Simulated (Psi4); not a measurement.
# [CF3]+ (SMILES F[C+](F)F) at BLYP/def2-SVPD

Aim: the vertical ionisation energy of [CF3]+ at BLYP/def2-SVPD, from 2 runs. 

Program for the calculation: Psi4 1.11.

1 further run of the same task is left out (set aside as unsound or not needed).

**1. The molecule**

[CF3]+: 4 atoms, total charge +1, spin state singlet. SMILES: `F[C+](F)F`. The shape is that of a PBE0-D4/def2-TZVP optimisation.

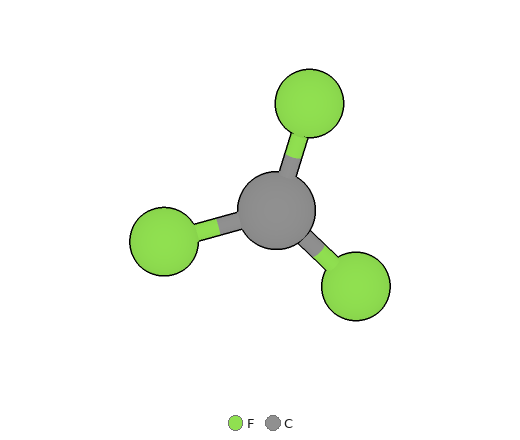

The structure, seen from a chosen angle (fluorine green, carbon grey).

**2. Energy and forces at BLYP/def2-SVPD**

The input, cf3.inp:

```
memory 2200 mb

molecule geom {
  1 1
  F
  C 1 r2
  F 2 r3 1 a3
  F 2 r4 1 a4 3 d4

  r2 = 1.229636
  r3 = 1.229663
  a3 = 119.99997
  r4 = 1.229643
  a4 = 119.99607
  d4 = -179.99577
  units angstrom
  symmetry c1
}

set {
  puream               true
  e_convergence        1e-09
  d_convergence        1e-08
  scf_type             pk
  dft_radial_points    99
  dft_spherical_points 590
}

E, wfn = gradient("blyp/def2-SVPD", return_wfn=True)
oeprop(wfn, "DIPOLE", "WIBERG_LOWDIN_INDICES", "QUADRUPOLE", title="BLYP")
```

Command:

```bash
$ psi4 -i cf3.inp -o cf3.out -n 1
```

cf3.out (excerpt; [...] marks lines left out):

```text
[...]
  Running in c1 symmetry.
[...]
  Nuclear repulsion =  130.092759845530310
[...]
  Multiplicity = 1
[...]
  Nalpha       = 16
  Nbeta        = 16
[...]
    Number of basis functions: 89
[...]
   @RKS iter   1:  -336.91387509077492    6.51054e-01   4.73527e-03 ADIIS/DIIS
[...]
   @RKS iter   9:  -336.96973026791483   -1.23919e-11   1.69849e-09 DIIS
[...]
    Orbital Energies [Eh]
    ---------------------
    Doubly Occupied:
       1A    -24.730394     2A    -24.730392     3A    -24.730187
       4A    -10.586425     5A     -1.615586     6A     -1.527267
       7A     -1.527263     8A     -0.971282     9A     -0.919993
      10A     -0.919990    11A     -0.890938    12A     -0.772733
      13A     -0.772723    14A     -0.762437    15A     -0.762435
      16A     -0.716941
[...]
  @RKS Final Energy:  -336.96973026791483
   => Energetics <=
    Nuclear Repulsion Energy =            130.0927598455303098
    One-Electron Energy =                -714.1442667976967869
    Two-Electron Energy =                 283.4457447632563003
    DFT Exchange-Correlation Energy =     -36.3639680790046143
    Empirical Dispersion Energy =           0.0000000000000000
    VV10 Nonlocal Energy =                  0.0000000000000000
    Total Energy =                       -336.9697302679148265
[...]
  -Total Gradient:
     Atom            X                  Y                   Z
    ------   -----------------  -----------------  -----------------
       1       -0.000003979392     0.000011364730     0.032516593368
       2        0.000009892066     0.000012966636    -0.000007597402
       3       -0.000003985181     0.028113945944    -0.016235878488
       4       -0.000001896459    -0.028144098164    -0.016276984133
[...]
 Multipole Moments:
 ------------------------------------------------------------------------------------
     Multipole            Electronic (a.u.)      Nuclear  (a.u.)        Total (a.u.)
 ------------------------------------------------------------------------------------
 L = 1.  Multiply by 2.5417464519 to convert [e a0] to [Debye]
 Dipole X            :          0.0000241            0.0000129            0.0000370
 Dipole Y            :          0.0000032           -0.0000040           -0.0000008
 Dipole Z            :          0.0000162            0.0000093            0.0000255
 Magnitude           :                                                    0.0000449
 L = 2.  Multiply by 1.3450342976 to convert [e a0^2] to [Debye ang]
 Quadrupole XX       :        -12.2655899            0.0000001          -12.2655897
 Quadrupole XY       :          0.0026777           -0.0026910           -0.0000132
[...]
```

Wall time 29 s (1 thread of Intel Xeon at 2.50GHz (Skylake/Cascade Lake), shared host); peak memory 0.88 GiB.

**3. Doublet [CF3]2+ at the same level**

The input, job.in:

```
memory 2200 MB

molecule molecule1 {
  2 2
  F
  C 1 1.229636
  F 2 1.229663 1 119.99997
  F 2 1.229643 1 119.99607 3 -179.99577
  units angstrom
  symmetry c1
}

set globals {
  basis def2-SVPD
  reference uks
  puream true
  e_convergence 1e-09
  d_convergence 1e-08
  scf_type pk
  dft_radial_points 99
  dft_spherical_points 590
  maxiter 100
}

result, w = gradient('blyp', return_wfn=True)
oeprop(w, 'LOWDIN_CHARGES', 'DIPOLE', 'MULLIKEN_CHARGES')
print_variables()
```

Command:

```bash
$ psi4 job.in job.out -n 1
```

job.out (excerpt; [...] marks lines left out):

```text
[...]
  Running in c1 symmetry.
[...]
  Nuclear repulsion =  130.092759845530310
[...]
  Multiplicity = 2
[...]
  Nalpha       = 16
  Nbeta        = 15
[...]
    Number of basis functions: 89
[...]
   @UKS iter   1:  -336.02893206209944    1.53600e+00   3.47883e-03 DIIS/ADIIS
[...]
   @UKS iter  11:  -336.07606917001283   -8.18545e-12   5.85223e-09 DIIS
[...]
   @S^2 Observed:                7.520529809E-01
[...]
  @UKS Final Energy:  -336.07606917001283
   => Energetics <=
    Nuclear Repulsion Energy =            130.0927598455303098
    One-Electron Energy =                -701.7100711997643430
    Two-Electron Energy =                 271.3890865833866428
    DFT Exchange-Correlation Energy =     -35.8478443991654387
    Empirical Dispersion Energy =           0.0000000000000000
    VV10 Nonlocal Energy =                  0.0000000000000000
    Total Energy =                       -336.0760691700128291
[...]
  -Total Gradient:
     Atom            X                  Y                   Z
    ------   -----------------  -----------------  -----------------
       1       -0.000003219093     0.000008770739     0.048693050475
       2        0.000006578168     0.000015385393    -0.000017445604
       3       -0.000003225503     0.042126759933    -0.024322285642
       4       -0.000000102082    -0.042156537146    -0.024357718971
[...]
 Multipole Moments:
 ------------------------------------------------------------------------------------
     Multipole            Electronic (a.u.)      Nuclear  (a.u.)        Total (a.u.)
 ------------------------------------------------------------------------------------
 L = 1.  Multiply by 2.5417464519 to convert [e a0] to [Debye]
 Dipole X            :          0.0000257            0.0000129            0.0000386
 Dipole Y            :         -0.0000101           -0.0000040           -0.0000141
 Dipole Z            :          0.0000091            0.0000093            0.0000184
 Magnitude           :                                                    0.0000450
[...]
```

Wall time 42 s (1 thread of Intel Xeon at 2.50GHz (Skylake/Cascade Lake), shared host); peak memory 0.88 GiB.

**4. What came out**

Level: BLYP/def2-SVPD.

| quantity | value |
| --- | --- |
| singlet [CF3]+: total energy | -336.96973 Eh |
| singlet [CF3]+: HOMO energy | -19.51 eV |
| singlet [CF3]+: LUMO energy | -11.75 eV |
| singlet [CF3]+: HOMO–LUMO gap | 7.76 eV |
| singlet [CF3]+: largest force on an atom | 1.672 eV/Å |
| doublet [CF3]2+: total energy | -336.07607 Eh |
| doublet [CF3]2+: HOMO energy (highest over α and β) | -30.48 eV |
| doublet [CF3]2+: LUMO energy (lowest over α and β) | -29.17 eV |
| doublet [CF3]2+: ⟨S²⟩ | 0.752 |
| doublet [CF3]2+: largest force on an atom | 2.504 eV/Å |
| vertical ionisation energy (to the doublet dication) | 24.318 eV |

**Reading.** Removing an electron at fixed nuclei costs 24.32 eV (561 kcal/mol). The largest force (singlet [CF3]+) is 1.67 eV/Å: the shape isn't a stationary point for this species at this level. The negative HOMO energy of the first species, 19.51 eV, lies 4.81 eV below that difference. Mulliken charges (doublet [CF3]2+) run from +0.19 on F3 to +1.43 on C2; in a basis this large or diffuse they mean little.
